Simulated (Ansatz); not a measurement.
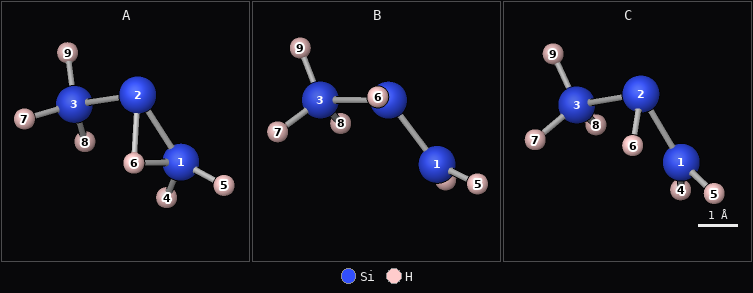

3 geometries from a converged minimum-energy path of Si3H6, shuffled. The picture is a ball-and-stick view, seen from a free direction.

The calculation used Ansatz, RKS PBE0-D4/def2-SVP. Set-up: 5 movable images; climbing image; force threshold 0.05 eV/Å; iteration limit 60; starting path through a guess of the saddle point.

### One of them is the converged climbing image. Which?

C. In order along the path, whose images run from 0 to 6: B (image 1, +5.1 kJ/mol), C (image 3, +56.9 kJ/mol), A (image 5, +34.9 kJ/mol). No bond forms or breaks between the ends. Among the angles between lasting bonds that change up to the highest image: Si1–Si2–H6 119.2° → 63.3°, Si1–Si2–Si3 118.8° → 89.8°.
